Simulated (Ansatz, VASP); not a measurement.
# GaAs: VASP beside Ansatz

One calculation is typed for both programs; each brings its own data sets. How far apart do they land? Other levels of theory on this material are compared in a session of their own. Valence electrons are named where the data sets of a main pair hold unlike numbers.

Program: Ansatz 0.2.0. Level of theory: plane waves, with VASP 6.6.1 beside it; band structure at PBE. Results are calculated unless marked as measured.

**1. Set-up**

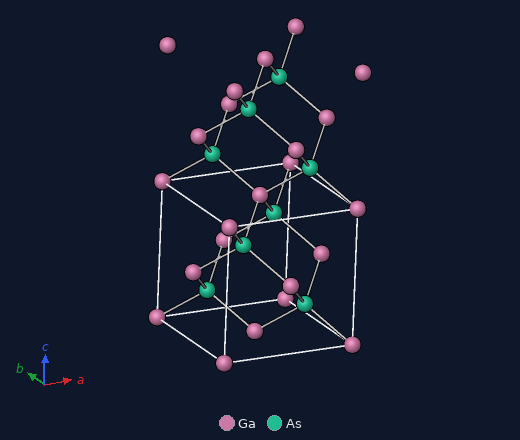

The starting structure, seen slightly off an axis (gallium pink, arsenic teal). 1×1×2 cells are drawn. This picture shows the conventional cell, with its axes. Bonds to atoms that aren't drawn are left out. Some periodic images of atoms are drawn too.

**2. Ansatz: band structure, PBE**

Ansatz runs on its default PAW (the set named soft_2) files.

The same path points are solved in both programs, so levels can be compared one by one.

The input, input.yaml:

```yaml
crystal:
  lattice:
    - [0.0, 2.82685, 2.82685]
    - [2.82685, 0.0, 2.82685]
    - [2.82685, 2.82685, 0.0]
  atoms:
    - { symbol: Ga, position: [0.0, 0.0, 0.0] }
    - { symbol: As, position: [0.25, 0.25, 0.25] }
hamiltonian:
  xc: pbe
  pseudopotentials: { kind: paw }
kpoints:
  mp_grid: { grid: [4, 4, 4] }
  band_path:
    path:
      - [0.0, 0.0, 0.0]
      - [0.16667, 0.0, 0.16667]
      - [0.33333, 0.0, 0.33333]
      - [0.5, 0.0, 0.5]
      - [0.5, 0.08333, 0.58333]
      - [0.5, 0.18333, 0.68333]
      - [0.5, 0.25, 0.75]
      - [0.45, 0.3, 0.75]
      - [0.40833, 0.34167, 0.75]
      - [0.35, 0.35, 0.7]
      - [0.225, 0.225, 0.45]
      - [0.075, 0.075, 0.15]
      - [0.03333, 0.03333, 0.03333]
      - [0.23333, 0.23333, 0.23333]
      - [0.4, 0.4, 0.4]
      - [0.51667, 0.46667, 0.51667]
      - [0.55833, 0.38333, 0.55833]
      - [0.60833, 0.28333, 0.60833]
      - [0.60833, 0.25, 0.64167]
      - [0.55833, 0.25, 0.69167]
      - [0.51667, 0.25, 0.73333]
      - [0.5, 0.3, 0.7]
      - [0.5, 0.38333, 0.61667]
      - [0.5, 0.48333, 0.51667]
      - [0.475, 0.475, 0.55]
      - [0.425, 0.425, 0.65]
      - [0.38333, 0.38333, 0.73333]
      - [0.59167, 0.18333, 0.59167]
      - [0.55, 0.1, 0.55]
      - [0.5, 0.0, 0.5]
    npoints: 1
scf:
  occupations: { method: gaussian, width: 0.02 }
  n_extra_bands: 7
output:
  forces: true
  stress: true
  eigenvalues: true
```

On the command line:

```
$ ansatz run input.yaml --threads 2 --pin off --max-ram 4608MiB --backend cpu --events-out ev --progress --plain --runs-dir out
```

Numbers of over 12 decimals in the logs are rounded to 6 here.

The program printed:

```text
scf.n_extra_bands = 7 over 14 filled bands (N_el = 28.0): the run solves 21 bands
Engine: ansatz 0.2.0, aarch64-unknown-linux-gnu
Pseudopotentials: kind: paw
Pseudopotential: Ga, paw, valence charge 13, recommended cutoff 420 eV (normal), Ga.paw.azcp
Pseudopotential: As, paw, valence charge 15, recommended cutoff 420 eV (normal), As.paw.azcp
Functional definition: PBE
  parameter kappa = 0.804
  parameter beta = 0.066725
  exchange = pbe_x(kappa = kappa, mu = beta*pi^2/3)
  correlation = pbe_c(beta = beta)
Crystal: 2 atoms, lattice volume = 45.179 Å³
Basis set: ecut = 420 eV, 893 PW (Γ), exchange–correlation on 54×54×54 points (8 copies of the dense FFT grid, shifted against one another)
Bands: 21, of which v1, the nominal top of the filled ones, is band 14 counted from 1 (13 counted from 0)
Symmetry: 24 space group operations
Space group: F-43m (ITA 216), of the structure as read, at distance tolerance 3.6e-5 Å
k-points: 8 of 64 (time reversal used)
Non-local potential: Ga, projectors of the file, l = 0: 2, l = 1: 2, l = 2: 3, l = 3: 1
Non-local potential: As, projectors of the file, l = 0: 2, l = 1: 2, l = 2: 3, l = 3: 1
PAW form: soft (Blöchl's): semilocal exchange-correlation on the pseudo side does not see the compensation charge
PAW one-centre angular grid: Ga, 590 points (default); XC on 64 Gauss nodes
PAW one-centre angular grid: As, 590 points (default); XC on 64 Gauss nodes
Initial density: superposition of atomic densities (neutral atoms: chi_scale 0, normalization atom), corrected by the library's trained network
Initial wavefunctions: pseudopotential atomic-orbital guess
Functional: x = pbe(κ = 0.804, μ = 0.219515), c = pbe(β = 0.066725)
SCF iter   1: F=—  HF=-8639.661082 eV  |F-HF|=—  |Δ(HF+E_count)|=         —  Δρ=1.87e-3  dr2=6.69e-4  ethr=1.77e-3  ⟨swp⟩=6.1  Hψ=789  notcnv=0
preconditioner: auto → none  [insulator: Δε(μ)=0.507 eV  Ē_g=18.045 eV  σ=0.020 eV  W_gap=1.00  n_scr=14 (ndim 8)  ℏωp=23.4 eV  f_vac=0.086  D(μ)=0.00/eV (n_scr^D=0)  ε∞_Penn≈2.7]
SCF iter   2: F=—  HF=-8639.660727 eV  |F-HF|=—  |Δ(HF+E_count)|=   3.55e-4  Δρ=6.57e-4  dr2=1.31e-4  ethr=2.39e-6  ⟨swp⟩=2.0  Hψ=354  notcnv=0  defer=15
SCF iter   3: F=—  HF=-8639.660650 eV  |F-HF|=—  |Δ(HF+E_count)|=   7.70e-5  Δρ=3.76e-4  dr2=2.93e-5  ethr=4.66e-7  ⟨swp⟩=2.1  Hψ=258  notcnv=0  defer=15
SCF iter   4: F=—  HF=-8639.660677 eV  |F-HF|=—  |Δ(HF+E_count)|=   2.70e-5  Δρ=1.20e-4  dr2=3.86e-6  ethr=1.04e-7  ⟨swp⟩=2.1  Hψ=248  notcnv=0  defer=15
SCF iter   5: F=—  HF=-8639.660678 eV  |F-HF|=—  |Δ(HF+E_count)|=   1.11e-6  Δρ=5.49e-5  dr2=6.40e-7  ethr=1.38e-8  ⟨swp⟩=2.0  Hψ=258  notcnv=0  defer=15
SCF iter   6: F=-8639.660678 eV  HF=-8639.660678 eV  |F-HF|=1.86e-9  |Δ(HF+E_count)|=   2.61e-7  Δρ=1.18e-5  dr2=2.73e-8  ethr=3.57e-10  ⟨swp⟩=6.1  Hψ=775  notcnv=0
SCF 1 converged in 6 iterations: F = -8639.660678 eV  dr2 = 2.73e-8
  greatest PAW one-centre occupation: 0.999 electrons in one spin orbital (limit 2), on the As atom at site 1 (counted from 0), in its partial waves of l = 2
NSCF: frozen V_eff on 30 k-points
SCF converged after 6 iterations
Free energy (F): -8639.660678 eV
Harris-Foulkes:  -8639.660678 eV  (|F-HF|=1.86e-9)
Internal energy: -8639.660678 eV  (E = F + TS)
E sigma→0 (E₀):  -8639.660678 eV
Fermi energy:    8.483641 eV
--- Per-component energies (eV) ---
  E_band       = -310.539980
  E_kinetic    = 219.927569
  E_local      = -3917.390427  (includes V_loc(G=0)·N_el)
  E_nonlocal   = -245.304766
  E_hartree    = 1975.237512
  E_xc         = -148.388378
  E_vxc        = -137.433207  (∫ρ·V_xc dr)
  E_paw        = -3825.014262  (= ΣΔE_a)
  E_vpaw       = -180.805094  (= ΣTr[D̂ρ^β])
  E_aug_tail   = -0.000138  (compensation charges beyond the density's cutoff)
  E_ewald      = -2698.727786
  E_smearing   = -0.000000  (= −TS)
  E_closure    = -0.000000  (closes the sum)
  Σ components = -8639.660678   (vs F -8639.660678, Δ=0.00e0)
--- Forces (eV/Å), atoms counted from 1 ---
  atom   1  Ga     0.00000000    -0.00000000     0.00000000
  atom   2  As    -0.00000000     0.00000000     0.00000000
  max |Σ_I F_I| component: 2.57e-16 eV/Å
--- Stress (GPa, compression-positive) ---
        3.536052       0.000000      -0.000000
        0.000000       3.536052       0.000000
       -0.000000       0.000000       3.536052
  P = ⅓ Tr σ = 3.5361 GPa (35.361 kbar)
--- Band table (eV; the first three rows and the last of 8) ---
  k-point 0: bands = [... 10 lower, -4.4993, 8.2309, 8.2309, 8.2309, 8.7355, 11.9362, 11.9362, 11.9362, ... 3 higher]
  k-point 1: bands = [... 10 lower, -3.8060, 4.0824, 7.5488, 7.5488, 9.6646, 12.8053, 12.8053, 14.1818, ... 3 higher]
  k-point 2: bands = [... 10 lower, -2.7301, 1.5769, 7.0838, 7.0838, 9.2147, 12.8455, 12.8455, 15.9767, ... 3 higher]
  k-point 7: bands = [... 10 lower, -1.9284, 1.5788, 4.6875, 4.8765, 12.8404, 12.9426, 13.6168, 14.2623, ... 3 higher]
```

Wall time 0.99 s (2 threads of Arm Neoverse V2, shared host); peak memory 0.29 GiB; 1.8 s of CPU time.

The column dr2 measures how far the density is from self-consistency, as an energy; F and HF (Harris–Foulkes) agree once it is small.

**3. VASP: band structure, PBE**

The same cell, functional, mesh and smearing now go to VASP, with its own data sets.

Lines of VASP's logs that name or quote its potential files are left out, and so is its time.

The input, INCAR:

```
SYSTEM = GaAs
PREC = Accurate
ENCUT = 400
EDIFF = 1E-06
NELM = 100
ISMEAR = 0
SIGMA = 0.02
LREAL = .FALSE.
ALGO = Normal
GGA = PE
NBANDS = 21
LORBIT = 11
LWAVE = .FALSE.
LCHARG = .FALSE.
KPAR = 4
```

The input, POSCAR:

```
GaAs
1.0
    0.0000000000      2.8268500000      2.8268500000
    2.8268500000      0.0000000000      2.8268500000
    2.8268500000      2.8268500000      0.0000000000
Ga As
1 1
Direct
    0.0000000000      0.0000000000      0.0000000000
    0.2500000000      0.2500000000      0.2500000000
```

The input, KPOINTS:

```
Automatic mesh
0
Gamma
4 4 4
0 0 0
```

The input, KPOINTS_OPT:

```
Line mode
16
Line-mode
Reciprocal
  0.00000000   0.00000000   0.00000000 GAMMA
  0.50000000   0.00000000   0.50000000 X

  0.50000000   0.00000000   0.50000000 X
  0.50000000   0.25000000   0.75000000 W

  0.50000000   0.25000000   0.75000000 W
  0.37500000   0.37500000   0.75000000 K

  0.37500000   0.37500000   0.75000000 K
  0.00000000   0.00000000   0.00000000 GAMMA

  0.00000000   0.00000000   0.00000000 GAMMA
  0.50000000   0.50000000   0.50000000 L

  0.50000000   0.50000000   0.50000000 L
  0.62500000   0.25000000   0.62500000 U

  0.62500000   0.25000000   0.62500000 U
  0.50000000   0.25000000   0.75000000 W

  0.50000000   0.25000000   0.75000000 W
  0.50000000   0.50000000   0.50000000 L

  0.50000000   0.50000000   0.50000000 L
  0.37500000   0.37500000   0.75000000 K

  0.62500000   0.25000000   0.62500000 U
  0.50000000   0.00000000   0.50000000 X
```

PAW data sets: Ga_d and As (PBE family, release 64).

On the command line:

```
$ mpirun -np 4 vasp_std
```

The program printed:

```text
[banner, memory and clock lines left out]
running    4 mpi-ranks, on    1 nodes
 distrk:  each k-point on    1 cores,    4 groups
 distr:  one band on    1 cores,    1 groups

 POSCAR found type information on POSCAR GaAs
 POSCAR found :  2 types and       2 ions
 LDA part: xc-table for (Slater+PW92), standard interpolation
 POSCAR, INCAR and KPOINTS ok, starting setup
 FFT: planning ... GRIDC
 FFT: planning ... GRID_SOFT
 FFT: planning ... GRID
 WAVECAR not read
 entering main loop
       N       E                     dE             d eps       ncg     rms          rms(c)
DAV:   1     0.101188729693E+03    0.10119E+03   -0.70982E+03   356   0.101E+03
DAV:   2     0.212633184383E+01   -0.99062E+02   -0.90603E+02   359   0.277E+02
DAV:   3    -0.807845798644E+01   -0.10205E+02   -0.10125E+02   376   0.645E+01
DAV:   4    -0.825515969038E+01   -0.17670E+00   -0.17663E+00   411   0.896E+00
DAV:   5    -0.825694768069E+01   -0.17880E-02   -0.17879E-02   361   0.888E-01    0.298E+00
DAV:   6    -0.808841735899E+01    0.16853E+00   -0.17347E-01   500   0.623E+00    0.180E+00
DAV:   7    -0.806611938310E+01    0.22298E-01   -0.64466E-02   407   0.147E+00    0.587E-01
DAV:   8    -0.806770032097E+01   -0.15809E-02   -0.11126E-02   371   0.929E-01    0.125E-01
DAV:   9    -0.806826076608E+01   -0.56045E-03   -0.10320E-03   391   0.307E-01    0.545E-02
DAV:  10    -0.806835677979E+01   -0.96014E-04   -0.76940E-05   410   0.719E-02    0.305E-02
DAV:  11    -0.806842484330E+01   -0.68064E-04   -0.78159E-05   366   0.536E-02    0.295E-03
DAV:  12    -0.806842508275E+01   -0.23945E-06   -0.15276E-06   404   0.107E-02
   1 F= -.80684251E+01 E0= -.80684251E+01  d E =-.190545E-47
 Start KPOINTS_OPT (optional k-point list driver)
k-point batch [1-8\160]
       N       E                     dE             ncg
DAV:   1     0.518554431590E+01   -0.76582E+03      351
DAV:   2    -0.781196251197E+03   -0.78638E+03      366
DAV:   3    -0.862215744194E+03   -0.81019E+02      366
DAV:   4    -0.863683893484E+03   -0.14681E+01      411
DAV:   5    -0.863698362161E+03   -0.14469E-01      405
DAV:   6    -0.863698681876E+03   -0.31971E-03      413
DAV:   7    -0.863698691143E+03   -0.92677E-05      385
DAV:   8    -0.863698691553E+03   -0.40983E-06      303
[...]
k-point batch [153-160\160]
       N       E                     dE             ncg
DAV:   1    -0.119538984533E+03   -0.48007E+04      372
DAV:   2    -0.897612636869E+03   -0.77807E+03      346
DAV:   3    -0.973555955493E+03   -0.75943E+02      436
DAV:   4    -0.974831238374E+03   -0.12753E+01      411
DAV:   5    -0.974843424386E+03   -0.12186E-01      382
DAV:   6    -0.974843847149E+03   -0.42276E-03      499
DAV:   7    -0.974843850299E+03   -0.31502E-05      381
DAV:   8    -0.974843850426E+03   -0.12742E-06      315
```

From OUTCAR (step 3):

```text
ion  position               nearest neighbor table
   1  0.000  0.000  0.000-   2 2.45   2 2.45   2 2.45   2 2.45
   2  0.250  0.250  0.250-   1 2.45   1 2.45   1 2.45   1 2.45

  LATTYP: Found a face centered cubic cell.
 ALAT       =     5.6537000000

 Subroutine GETGRP returns: Found 24 space group operations
 (whereof 24 operations were pure point group operations)

The static configuration has the point symmetry T_d .

 Found      8 irreducible k-points:

   k-points           NKPTS =      8   k-points in BZ     NKDIM =      8   number of bands    NBANDS=     21

   dimension x,y,z NGX =    28 NGY =   28 NGZ =   28
   dimension x,y,z NGXF=    56 NGYF=   56 NGZF=   56

   ENCUT  =  400.0 eV  29.40 Ry    5.42 a.u.   6.52  6.52  6.52*2*pi/ulx,y,z

   NELECT =      18.0000    total number of electrons

 k-points in reciprocal lattice and weights: Automatic mesh
   0.00000000  0.00000000  0.00000000       0.016
   0.25000000  0.00000000  0.00000000       0.125
   0.50000000  0.00000000  0.00000000       0.062
   0.25000000  0.25000000  0.00000000       0.094
   0.50000000  0.25000000  0.00000000       0.375
  -0.25000000  0.25000000  0.00000000       0.188
   0.50000000  0.50000000  0.00000000       0.047
  -0.25000000  0.50000000  0.25000000       0.094

 average (electrostatic) potential at core
       1 -66.4006       2 -50.2174

 E-fermi :   4.1844

 k-point     1 :       0.0000    0.0000    0.0000
  band No.  band energies     occupation
    ...
      5     -10.8056      2.00000
      6      -8.7488      2.00000
      7       3.9821      2.00000
      8       3.9821      2.00000
      9       3.9821      2.00000
     10       4.4876      0.00000
     11       7.6713      0.00000
     12       7.6713      0.00000
     13       7.6713      0.00000
     14      11.5588      0.00000
    ...

 k-point     2 :       0.2500    0.0000    0.0000
  band No.  band energies     occupation
    ...
      5     -10.8049      2.00000
      6      -8.0553      2.00000
      7      -0.1718      2.00000
      8       3.2980      2.00000
      9       3.2980      2.00000
     10       5.4088      0.00000
     11       8.5410      0.00000
     12       8.5410      0.00000
     13       9.9299      0.00000
     14      12.9271      0.00000
    ...

 k-point     3 :       0.5000    0.0000    0.0000
  band No.  band energies     occupation
    ...
      5     -10.8013      2.00000
      6      -6.9773      2.00000
      7      -2.6817      2.00000
      8       2.8324      2.00000
      9       2.8324      2.00000
     10       4.9581      0.00000
     11       8.5808      0.00000
     12       8.5808      0.00000
     13      11.7206      0.00000
     14      14.3922      0.00000
    ...

  Total        0.9946978      0.9946978      0.9946978      0.0000000      0.0000000     -0.0000000
  in kB       35.2747083     35.2747083     35.2747083      0.0000000      0.0000000     -0.0000000
  external PRESSURE =      35.2747083 kB  Pullay stress =       0.0000000 kB

  energy-cutoff  :      400.00
  volume of cell :       45.18
      direct lattice vectors                 reciprocal lattice vectors
     0.000000000  2.826850000  2.826850000    -0.176875321  0.176875321  0.176875321
     2.826850000  0.000000000  2.826850000     0.176875321 -0.176875321  0.176875321
     2.826850000  2.826850000  0.000000000     0.176875321  0.176875321 -0.176875321

 POSITION                                       TOTAL-FORCE (eV/Angst)
 -----------------------------------------------------------------------------------
      0.00000      0.00000      0.00000        -0.000000     -0.000000     -0.000000
      1.41342      1.41342      1.41342         0.000000      0.000000      0.000000
 -----------------------------------------------------------------------------------
    total drift:                                0.000003      0.000003      0.000003

  FREE ENERGIE OF THE ION-ELECTRON SYSTEM (eV)
  ---------------------------------------------------
  free  energy   TOTEN  =        -8.0684250828 eV

  energy  without entropy=       -8.0684250828  energy(sigma->0) =       -8.06842508

 total charge
# of ion       s       p       d       tot
------------------------------------------
    1        0.863   0.815   9.997  11.675
    2        1.194   1.629   0.030   2.853
--------------------------------------------------
tot          2.057   2.444  10.026  14.527

[... 3 further parts left out ...]
```

At this level the cell is under a pressure of 3.5 GPa, so at these settings it is away from equilibrium.

**4. Differences**

Known differences besides the potentials themselves: the data sets hold 28 valence electrons in Ansatz (on its default PAW (the set named soft_2) files) and 18 in VASP; the cutoff is 420 eV in Ansatz and 400 eV in VASP; VASP leaves aspherical gradient terms in its spheres out (LASPH is not set), Ansatz keeps them. Total energies have different zeros and are not compared.

The two programs side by side:

| quantity | Ansatz | VASP | difference |
| --- | --- | --- | --- |
| pressure (GPa) | 3.54 | 3.53 | +0.01 |
| gap over the path points (eV) | 0.505 | 0.506 | -0.001 |

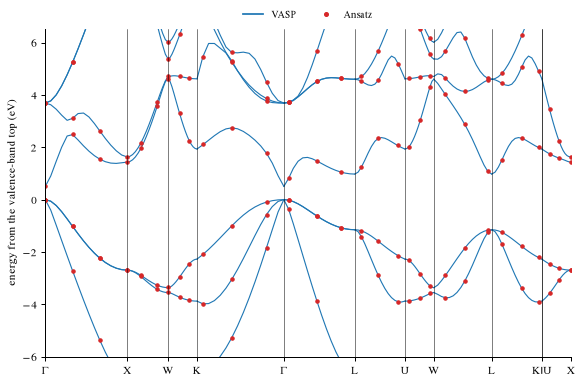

Bands from VASP (lines) and levels from Ansatz (dots). Dots without a line are higher empty bands that the VASP plot leaves out.

Levels at points of the path, from each program's valence-band top (eV; 3 filled, then empty):

| k (reciprocal lattice) | Ansatz | VASP |
| --- | --- | --- |
| 0.000 0.000 0.000 | 0.00 0.00 0.00 0.51 3.71 3.71 | 0.00 0.00 0.00 0.51 3.69 3.69 |
| 0.167 0.000 0.167 | -2.72 -1.02 -1.02 2.50 3.11 5.26 | -2.72 -1.02 -1.02 2.48 3.10 5.25 |
| 0.333 0.000 0.333 | -5.37 -2.23 -2.23 1.56 2.63 8.01 | -5.38 -2.24 -2.24 1.54 2.62 8.00 |
| 0.500 0.000 0.500 | -6.84 -2.69 -2.69 1.45 1.64 10.15 | -6.85 -2.69 -2.69 1.43 1.63 10.14 |
| 0.500 0.083 0.583 | -6.79 -2.93 -2.88 1.97 2.17 9.10 | -6.81 -2.94 -2.89 1.96 2.16 9.09 |
| 0.500 0.183 0.683 | -6.69 -3.42 -3.26 3.58 3.74 6.69 | -6.70 -3.43 -3.27 3.57 3.73 6.68 |
| 0.500 0.250 0.750 | -6.65 -3.54 -3.35 4.61 4.71 5.39 | -6.67 -3.55 -3.36 4.60 4.71 5.37 |
| 0.450 0.300 0.750 | -6.65 -3.72 -2.94 3.29 4.71 6.31 | -6.66 -3.73 -2.95 3.28 4.71 6.30 |
| 0.408 0.342 0.750 | -6.65 -3.84 -2.45 2.26 4.65 7.37 | -6.66 -3.85 -2.45 2.25 4.64 7.36 |
| 0.350 0.350 0.700 | -6.56 -3.97 -2.09 2.11 5.46 7.50 | -6.57 -3.98 -2.10 2.10 5.46 7.48 |

Among the levels compared at these points, filled levels agree within 13 meV and empty ones within 18 meV. Ansatz's pressure holds a Pulay correction of 0.03 GPa; VASP's holds none.

**5. Results**

```
largest difference of a filled level at the path points (band structure, PBE) : 13 meV
```

What this shows: The largest difference of a filled level at the path points is 13 meV (band structure, PBE), within the 80 meV picked in this series as the mark of a large difference. The data sets hold unlike numbers of valence electrons (28 in Ansatz and 18 in VASP), so part of the differences comes from the potentials. 3 further runs of this series are not shown here. Such differences can come from data sets, numerical settings and the points named under the comparisons, not from the functional's error against experiment.

[Lines on the potential files, build, host, timing and source positions are cut from VASP's logs without a mark.]

[Logs are printed without paths, hosts, clocks, repeated set-up lines and the standing remarks that a program may print on its own settings, such as how far it seeks lower states.]

[Hosts, paths, dates, database ids (printed as entryN), source tags and the programs' standing remarks are cut or masked in the printed files.]
